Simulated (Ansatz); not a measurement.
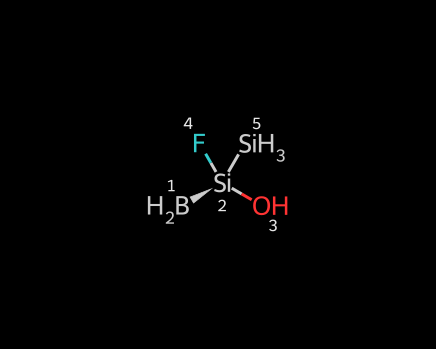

A structural formula, with wedges where it has stereocentres; small numbers name the atoms. The configuration is that of a computed structure (PBE0-D4/def2-TZVP).

**Assign CIP descriptors.**

Si2: R.
